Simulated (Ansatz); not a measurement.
# The valence band of SBr as photoemission sees it, part 2 of 3

Wanted: projected DOS of SBr, weighted into photoemission and X-ray emission spectra, at several levels of theory.

Ansatz 0.2.0; DFT, LDA, plane-wave PAW, default files, scalar-relativistic (the session's first sound run).

So far. Step 2 (Self-consistent run, DOS and bands): At this level the gap is 2.06 eV on the path.

**3. With r²SCAN**

This step: DFT, r2SCAN, plane-wave PAW, default files, scalar-relativistic (Ansatz 0.2.0).

The run is repeated with r²SCAN on the same cell, to see how much the levels hang on the functional.

Input file input.yaml:

```yaml
crystal:
  lattice:
    - [13.49, 0.0, 0.0]
    - [0.0, 3.394, 2.6225]
    - [0.0, -3.394, 2.6225]
  atoms:
    - { symbol: Br, position: [0.66186, 0.44333, 0.55667] }
    - { symbol: Br, position: [0.33814, 0.55667, 0.44333] }
    - { symbol: Br, position: [0.83814, 0.94333, 0.05667] }
    - { symbol: Br, position: [0.16186, 0.05667, 0.94333] }
    - { symbol: S, position: [0.5468, 0.6903, 0.9087] }
    - { symbol: S, position: [0.4532, 0.9087, 0.6903] }
    - { symbol: S, position: [0.9532, 0.1903, 0.4087] }
    - { symbol: S, position: [0.0468, 0.4087, 0.1903] }
kpoints:
  mp_grid: { grid: [2, 6, 6] }
  band_path:
    path:
      - [[0.0, 0.0, 0.0], [0.0, 0.5, -0.5], [0.0, 0.600739, -0.399261]]
      - [[0.0, 0.399261, 0.399261], [0.0, 0.0, 0.0], [0.5, 0.0, 0.0], [0.5, 0.399261, 0.399261]]
      - [[0.5, 0.600739, -0.399261], [0.5, 0.5, -0.5], [0.0, 0.5, -0.5]]
      - [[0.0, 0.0, 0.0], [0.0, 0.5, 0.0], [0.5, 0.5, 0.0]]
    npoints: 10
scf:
  occupations: { method: fermi_dirac, width: 0.02 }
  n_extra_bands: 20
hamiltonian:
  xc: r2scan
  pseudopotentials: { kind: paw }
output:
  forces: true
  stress: true
  dos:
    projected: true
    de: 0.05
    e_range: [-36, 12]
    nscf_kmesh: { grid: [4, 10, 10] }
  fatbands: true
```

The run is started by

```sh
$ ansatz run input.yaml --threads 2 --pin off --max-ram 4096MiB --backend cpu --events-out ev --progress --plain --runs-dir out
```

Numbers of over 12 decimals in the logs are rounded to 6 here.

Output:

```text
[...]
Crystal: 8 atoms, lattice volume = 240.143 Å³
Basis set: ecut = 500 eV, 6097 PW (Γ), exchange–correlation on 400×128×128 points (64 copies of the dense FFT grid, shifted against one another)
Bands: 46, of which v1, the nominal top of the filled ones, is band 26 counted from 1 (25 counted from 0)
Symmetry: 4 space group operations
[...]
k-points: 26 of 72 (time reversal used)
[...]
SCF iter   1: F=—  HF=-14795.053127 eV  |F-HF|=—  |Δ(HF+E_count)|=         —  Δρ=4.47e-3  dr2=7.62e-2  dr2_τ=9.85e-2  ethr=1.77e-3  ⟨swp⟩=7.1  Hψ=6534  notcnv=0  defer=102
[...]
SCF iter   6: F=-14795.074818 eV  HF=-14795.074818 eV  |F-HF|=9.11e-8  |Δ(HF+E_count)|=   8.64e-7  Δρ=6.36e-6  dr2=9.06e-8  dr2_τ=5.55e-9  ethr=1.92e-10  ⟨swp⟩=14.0  Hψ=7906  notcnv=0
SCF 1 converged in 6 iterations: F = -14795.074818 eV  dr2 = 9.06e-8
[...]
NSCF: frozen V_eff on 94 k-points
[...]
SCF converged after 6 iterations
Free energy (F): -14795.074818 eV
[...]
Internal energy: -14795.074818 eV  (E = F + TS)
E sigma→0 (E₀):  -14795.074818 eV
Fermi energy:    3.014951 eV
[...]
--- Forces (eV/Å), atoms counted from 1 ---
  atom   1  Br     0.30727359    -0.01145410    -0.23657835
  atom   2  Br    -0.30727359     0.01145410    -0.23657835
  atom   3  Br    -0.30727359    -0.01145410    -0.23657835
  atom   4  Br     0.30727359     0.01145410    -0.23657835
  atom   5  S     -0.28970223     0.14707669     0.23656176
  atom   6  S      0.28970223    -0.14707669     0.23656176
  atom   7  S      0.28970223     0.14707669     0.23656176
  atom   8  S     -0.28970223    -0.14707669     0.23656176
  max |Σ_I F_I| component: 6.63e-5 eV/Å
--- Stress (GPa, compression-positive) ---
        1.714567      -0.000000       0.000000
       -0.000000       0.171313      -0.000000
        0.000000      -0.000000       1.344555
  P = ⅓ Tr σ = 1.0768 GPa (10.768 kbar)
--- Band table (eV; the first three rows and the last of 26) ---
  k-point 0: bands = [... 22 lower, 0.9339, 1.1859, 1.4787, 1.6181, 4.2287, 4.2441, 4.2683, 4.5207, ... 16 higher]
  k-point 1: bands = [... 22 lower, 0.9982, 1.2628, 1.5628, 1.6244, 4.3087, 4.3137, 4.4577, 4.5364, ... 16 higher]
  k-point 2: bands = [... 22 lower, 1.2105, 1.4214, 1.6519, 1.6736, 4.3220, 4.4274, 4.8559, 4.9127, ... 16 higher]
  k-point 25: bands = [... 22 lower, 1.0093, 1.0093, 1.4005, 1.4005, 4.8472, 4.8472, 5.0668, 5.0668, ... 16 higher]
```

The job ended after 3.1 min (2 threads of Arm Neoverse V2, shared host; peak memory 1.2 GiB).

This step gave:

```yaml
free_energy: -14795.0748 eV
fermi_energy: 3.015 eV
pressure: 1.077 GPa
gap_on_the_k_mesh: 2.446 eV
share_of_occupied_states_in_no_projected_shell: 0.0092 of the occupied states in the window
gap_on_the_path: 2.445 eV
least_direct_gap_on_the_path: 2.588 eV
```

The electronic bands at the labelled points (eV, zero at the valence-band maximum; v1 is the highest filled band, c1 the lowest empty one):

```tsv
point	v4	v3	v2	v1	c1	c2	c3	c4
Γ	-0.85	-0.60	-0.30	-0.16	2.45	2.46	2.49	2.74
Y	-0.76	-0.66	-0.51	-0.43	2.90	3.04	3.20	3.55
F0	-0.69	-0.64	-0.37	-0.36	3.06	3.10	3.12	3.34
jump to Δ0	-0.69	-0.64	-0.37	-0.36	3.06	3.10	3.12	3.34
Γ	-0.85	-0.60	-0.30	-0.16	2.45	2.46	2.49	2.74
Z	-0.81	-0.81	-0.16	-0.16	2.45	2.45	2.62	2.62
B0	-0.56	-0.56	-0.39	-0.39	3.03	3.03	3.29	3.29
jump to G0	-0.56	-0.56	-0.39	-0.39	3.03	3.03	3.29	3.29
T	-0.77	-0.77	-0.38	-0.38	3.06	3.06	3.29	3.29
Y	-0.76	-0.66	-0.51	-0.43	2.90	3.04	3.20	3.55
jump to Γ	-0.85	-0.60	-0.30	-0.16	2.45	2.46	2.49	2.74
S	-0.30	-0.30	-0.16	-0.16	2.62	2.62	3.35	3.35
R	-0.50	-0.50	0.00	0.00	2.61	2.61	3.35	3.35
```

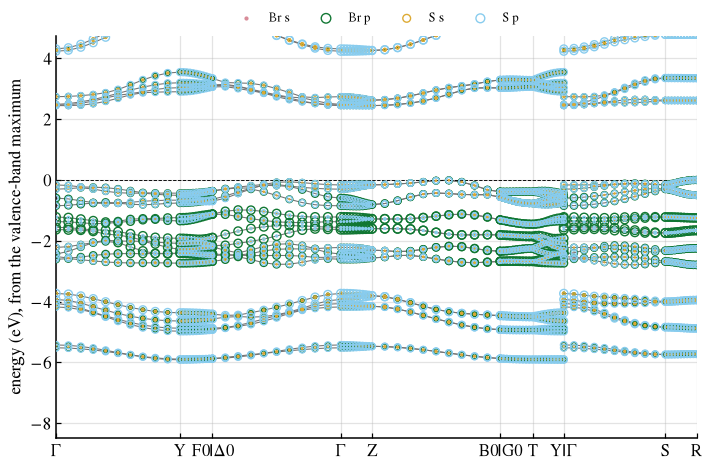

Electronic bands along the path; dots are coloured as in the legend, and their area grows with the weight.

The DOS has structure finer than the step of the table below, so its rows give means over 2 eV, whole bins alone (the curve runs from -18.4 to 9.61 eV). Peaks (eV: height): total -16.7: 19.4, -15.3: 22.1, -13.9: 19.7, -1.3: 16.5; Br 4p -2.7: 9.37, -2.2: 9.53, -1.7: 10.6, -1.3: 13.4; S 3p -5.7: 7.34, -4.8: 7.03, -4.4: 5.76, -0.4: 5.91; S 3s -16.7: 11.7, -15.3: 2.48, -13.9: 4.10, -10.3: 8.84; Br 4s -16.7: 5.28, -15.3: 17.1, -13.9: 12.5, -10.3: 2.20.

The DOS by E, zero at the valence-band maximum; means over each step; values in states/eV/cell:

```tsv
E (eV)	total	Br 4p	S 3p	S 3s	Br 4s
-16	4.00	0.102	0.355	1.43	2.10
-14	2.00	0.0139	0.286	0.420	1.27
-12	0	0	0	0	0
-10	2.00	0.215	0.183	1.27	0.321
-8	0	0	0	0	0
-6	2.01	0.739	1.10	0.0369	0.0994
-4	3.99	1.04	2.61	0.225	0.0616
-2	7.98	5.98	1.71	0.179	0.0241
0	4.02	2.15	1.72	0.0755	0.00548
2	2.51	0.969	1.25	0.103	0.0582
4	2.76	0.566	1.77	0.147	0.0458
6	0.780	0.0487	0.540	0.0565	0.00360
8	6.19	0.0480	0.0816	0.00575	0.00184
```

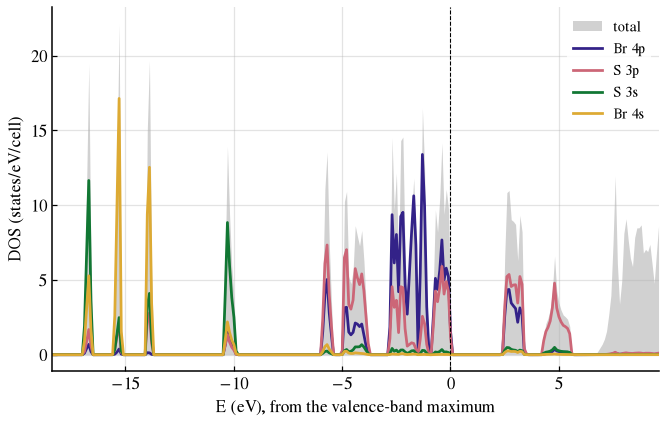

DOS against E.

Simulated valence spectra by photon energy, shown to 13 eV, since a deeper line would dwarf them at some energies; the 100 % can be that line's tail at the edge; this run's widths, added to any smearing of the DOS itself: Gaussian 0.2 eV, Lorentzian 0.1 eV plus 0.03 an eV of depth. Intensity against binding energy, zero at the valence-band maximum; values in % of the maximum within 13 eV:

```tsv
binding energy (eV)	100 eV	1486.7 eV	2150 eV	9251.7 eV
0	45.0	37.7	36.4	32.8
2	50.1	70.5	70.2	67.5
4	67.4	32.4	30.1	27.8
6	29.9	19.1	18.4	20.0
8	1.74	1.50	1.56	2.37
10	42.4	41.3	43.7	68.9
12	2.84	3.14	3.47	6.88
```

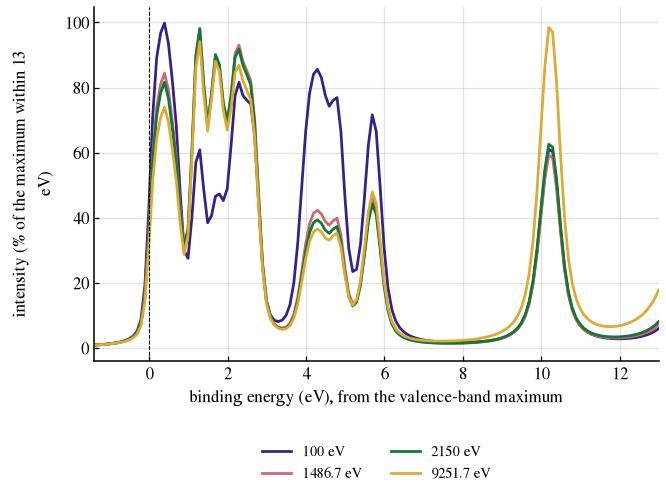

Intensity against binding energy.

Spectra as before, but with a recipe of its own (widths, and in some runs the light), which changes peak heights and what is resolved: Gaussian 0.2 eV, Lorentzian 0.1 eV plus 0.03 times the binding energy, unpolarised light, analyser at 54.7°, Fermi edge at 77 K; some photon energies differ too.

Side by side:

```tsv
quantity	this run	base run	difference
gap on the path (eV)	2.445	2.0565	0.388
least direct gap on the path (eV)	2.5878	2.2105	0.377
gap on the k-mesh (eV)	2.4459	2.0625	0.383
```

The two runs differ clearly in the gap on the path: 2.44 eV against 2.06 eV.

At this level the gap is 2.44 eV on the path.

**4. A coarser DOS mesh**

This step: DFT, LDA, plane-wave PAW, default files, scalar-relativistic (Ansatz 0.2.0).

A coarser mesh is cheaper; this run shows what it does to the DOS. The DOS is also smeared by Gaussians here, in place of tetrahedra.

input.yaml, the sections that differ from step 3:

```yaml
kpoints:
  mp_grid: { grid: [2, 6, 6] }
hamiltonian:
  xc: lda
  pseudopotentials: { kind: paw }
output:
  forces: true
  stress: true
  dos:
    projected: true
    de: 0.05
    e_range: [-36, 12]
    nscf_kmesh: { grid: [1, 4, 4] }
    method: { smearing: { sigma: 0.1, scheme: gaussian } }
# crystal, scf: as in step 3
```

Output:

```text
[...]
Crystal: 8 atoms, lattice volume = 240.143 Å³
Basis set: ecut = 420 eV, 4719 PW (Γ)
Bands: 46, of which v1, the nominal top of the filled ones, is band 26 counted from 1 (25 counted from 0)
Symmetry: 4 space group operations
[...]
k-points: 26 of 72 (time reversal used)
[...]
SCF iter   1: F=—  HF=-14253.287468 eV  |F-HF|=—  |Δ(HF+E_count)|=         —  Δρ=4.79e-3  dr2=4.04e-2  ethr=1.77e-3  ⟨swp⟩=7.7  Hψ=6832  notcnv=0  defer=65
[...]
SCF iter   7: F=-14253.281801 eV  HF=-14253.281801 eV  |F-HF|=1.92e-9  |Δ(HF+E_count)|=   7.34e-8  Δρ=1.52e-6  dr2=6.97e-9  ethr=1.92e-10  ⟨swp⟩=12.4  Hψ=6628  notcnv=0
SCF 1 converged in 7 iterations: F = -14253.281801 eV  dr2 = 6.97e-9
[...]
SCF converged after 7 iterations
Free energy (F): -14253.281801 eV
[...]
Internal energy: -14253.281801 eV  (E = F + TS)
E sigma→0 (E₀):  -14253.281801 eV
Fermi energy:    2.919910 eV
[...]
--- Forces (eV/Å), atoms counted from 1 ---
  atom   1  Br     0.31426791     0.00153596    -0.20987809
  atom   2  Br    -0.31426791    -0.00153596    -0.20987809
  atom   3  Br    -0.31426791     0.00153596    -0.20987809
  atom   4  Br     0.31426791    -0.00153596    -0.20987809
  atom   5  S     -0.30515617     0.10434814     0.20987401
  atom   6  S      0.30515617    -0.10434814     0.20987401
  atom   7  S      0.30515617     0.10434814     0.20987401
  atom   8  S     -0.30515617    -0.10434814     0.20987401
  max |Σ_I F_I| component: 1.63e-5 eV/Å
--- Stress (GPa, compression-positive) ---
       -0.085029      -0.000000      -0.000000
       -0.000000      -1.485509      -0.000000
       -0.000000      -0.000000      -0.668780
  P = ⅓ Tr σ = -0.7464 GPa (-7.464 kbar)
--- Band table (eV; the first three rows and the last of 26) ---
  k-point 0: bands = [... 22 lower, 1.0595, 1.2857, 1.5463, 1.7051, 3.9484, 3.9581, 3.9582, 4.2340, ... 16 higher]
  k-point 1: bands = [... 22 lower, 1.1093, 1.3513, 1.6462, 1.7123, 4.0173, 4.0304, 4.1619, 4.2323, ... 16 higher]
  k-point 2: bands = [... 22 lower, 1.3017, 1.5005, 1.7447, 1.7730, 4.0143, 4.1514, 4.5529, 4.6295, ... 16 higher]
  k-point 25: bands = [... 22 lower, 1.0759, 1.0759, 1.5098, 1.5098, 4.5559, 4.5559, 4.7692, 4.7692, ... 16 higher]
```

Wall time 14 s (2 threads); peak memory 0.52 GiB; 27 s of CPU time.

Numbers from this step:

* free energy: -14253.2818 eV
* Fermi energy: 2.920 eV
* pressure: -0.7464 GPa
* gap on the k-mesh: 2.062 eV
* share of occupied states in no projected shell: 0.0096 of the occupied states in the window

Simulated valence spectra by photon energy, shown to 13 eV, since a deeper line would dwarf them at some energies; the 100 % can be that line's tail at the edge; this run's widths, added to any smearing of the DOS itself: Gaussian 0.45 eV, Lorentzian 0.1 eV plus 0.08 an eV of depth. Intensity against binding energy, zero at the valence-band maximum; values in % of the maximum within 13 eV:

```tsv
binding energy (eV)	60 eV	1486.7 eV	8047.8 eV
-1	2.38	2.39	2.78
0	54.5	49.2	46.2
1	53.5	76.2	75.3
2	65.9	95.2	96.1
3	28.9	28.1	28.5
4	73.5	36.6	37.8
5	54.3	30.4	33.9
6	27.4	17.7	22.1
7	6.39	4.52	7.55
8	6.70	5.04	10.0
9	19.5	14.4	29.3
10	57.9	42.3	84.9
11	14.7	11.8	26.9
12	12.4	11.8	32.3
```

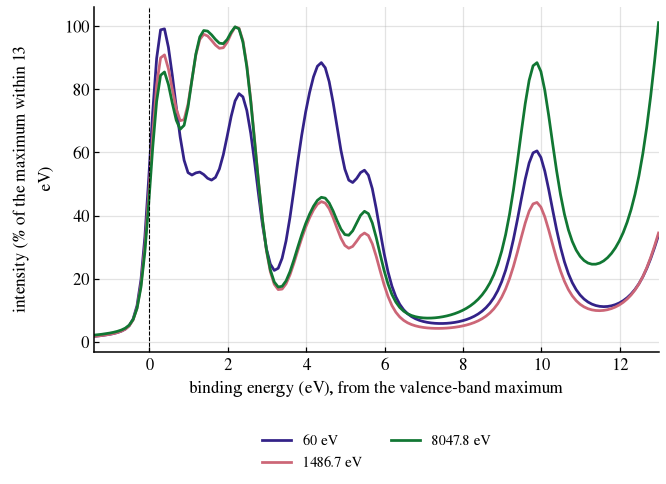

Intensity against binding energy.

Spectra as before, but with a recipe of its own (widths, and in some runs the light), which changes peak heights and what is resolved: Gaussian 0.45 eV, Lorentzian 0.1 eV plus 0.08 times the binding energy, linear light, analyser at 10°, Fermi edge at 77 K; some photon energies differ too.

**5. Another try**

In this try the input is made faulty on purpose, to show what that does.

This step: DFT, LDA, plane-wave PAW, default files, scalar-relativistic; changed: basis.ecutrho_ratio = 2, scf.max_iter = 80 (Ansatz 0.2.0).

Changes to input.yaml since step 4:

```diff
@@ -19,2 +19,3 @@
   n_extra_bands: 20
+  max_iter: 80
 hamiltonian:
@@ -29,3 +30,4 @@
     e_range: [-36, 12]
-    nscf_kmesh: { grid: [1, 4, 4] }
-    method: { smearing: { sigma: 0.1, scheme: gaussian } }
+    nscf_kmesh: { grid: [4, 10, 10] }
+basis:
+  ecutrho_ratio: 2
```

Output:

```text
Warning: basis.ecutrho_ratio = 2 (ecutrho = 840 eV) is below the records' recommended 1680 eV
settings of this run that can trade accuracy for cost: basis.ecutrho_ratio < 4. Do not mix this run's numbers with those of runs without the same settings; the input reference describes each key
[...]
Crystal: 8 atoms, lattice volume = 240.143 Å³
Basis set: ecut = 420 eV, 4719 PW (Γ)
Bands: 46, of which v1, the nominal top of the filled ones, is band 26 counted from 1 (25 counted from 0)
Symmetry: 4 space group operations
[...]
k-points: 26 of 72 (time reversal used)
[...]
SCF iter   1: F=—  HF=-14253.290954 eV  |F-HF|=—  |Δ(HF+E_count)|=         —  Δρ=4.79e-3  dr2=4.05e-2  ethr=1.77e-3  ⟨swp⟩=7.7  Hψ=6832  notcnv=0  defer=64
[...]
SCF iter   7: F=-14253.285257 eV  HF=-14253.285257 eV  |F-HF|=1.88e-9  |Δ(HF+E_count)|=   7.33e-8  Δρ=1.52e-6  dr2=6.93e-9  ethr=1.92e-10  ⟨swp⟩=12.5  Hψ=6640  notcnv=0
SCF 1 converged in 7 iterations: F = -14253.285257 eV  dr2 = 6.93e-9
[...]
SCF converged after 7 iterations
Free energy (F): -14253.285257 eV
[...]
Internal energy: -14253.285257 eV  (E = F + TS)
E sigma→0 (E₀):  -14253.285257 eV
Fermi energy:    2.919925 eV
[...]
--- Forces (eV/Å), atoms counted from 1 ---
  atom   1  Br     0.31406690     0.00105923    -0.20982769
  atom   2  Br    -0.31406690    -0.00105923    -0.20982769
  atom   3  Br    -0.31406690     0.00105923    -0.20982769
  atom   4  Br     0.31406690    -0.00105923    -0.20982769
  atom   5  S     -0.30507897     0.10427202     0.20982379
  atom   6  S      0.30507897    -0.10427202     0.20982379
  atom   7  S      0.30507897     0.10427202     0.20982379
  atom   8  S     -0.30507897    -0.10427202     0.20982379
  max |Σ_I F_I| component: 1.56e-5 eV/Å
--- Stress (GPa, compression-positive) ---
       -0.066656      -0.000000      -0.000000
       -0.000000      -1.466326      -0.000000
       -0.000000      -0.000000      -0.650383
  P = ⅓ Tr σ = -0.7278 GPa (-7.278 kbar)
--- Band table (eV; the first three rows and the last of 26) ---
  k-point 0: bands = [... 22 lower, 1.0595, 1.2857, 1.5463, 1.7052, 3.9484, 3.9581, 3.9582, 4.2340, ... 16 higher]
  k-point 1: bands = [... 22 lower, 1.1093, 1.3513, 1.6463, 1.7123, 4.0173, 4.0304, 4.1619, 4.2323, ... 16 higher]
  k-point 2: bands = [... 22 lower, 1.3017, 1.5006, 1.7448, 1.7730, 4.0143, 4.1514, 4.5529, 4.6295, ... 16 higher]
  k-point 25: bands = [... 22 lower, 1.0759, 1.0759, 1.5098, 1.5098, 4.5559, 4.5559, 4.7692, 4.7692, ... 16 higher]
[...]
```

It took 53 s on 2 threads; peak memory 0.73 GiB; 1.8 min of CPU time.

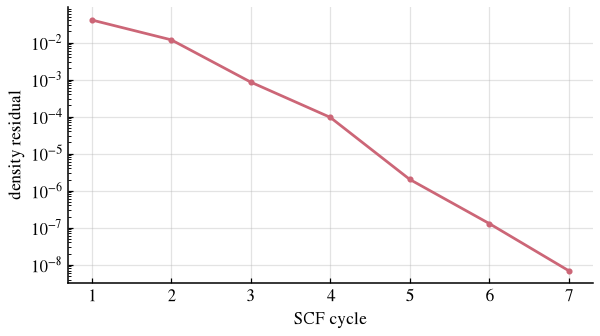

Residual by cycle in this run.

The setting was moved on purpose (a density cutoff under four times the waves'), yet the run converged, and its energy lies within 1 meV an atom of the base run's, at the same geometry.

The two runs compared:

```tsv
quantity	this run	sound run	difference
free energy (eV)	-14253.29	-14253.28	-0.00346
energy at zero smearing (eV)	-14253.29	-14253.28	-0.00346
Fermi energy (eV)	2.9199	2.9199	1.4e-5
pressure (GPa)	-0.72779	-0.74644	0.0187
gap on the k-mesh (eV)	2.0624	2.0625	-2.0e-5
```

[end of part 2 of 3]

[Logs are printed without paths, hosts, clocks, repeated set-up lines and the standing remarks that a program may print on its own settings, such as how far it seeks lower states.]

[Hosts, paths, dates, database ids (printed as entryN), source tags and the programs' standing remarks are cut or masked in the printed files.]

[Maps of the electrostatic potential energy from Ansatz leave out the sawtooth potential of an applied field or a dipole correction, so their vacuum need not be flat; work functions include it.]

[Peak lists hold at most the 14 tallest peaks of each spectrum; further lines can be left out.]
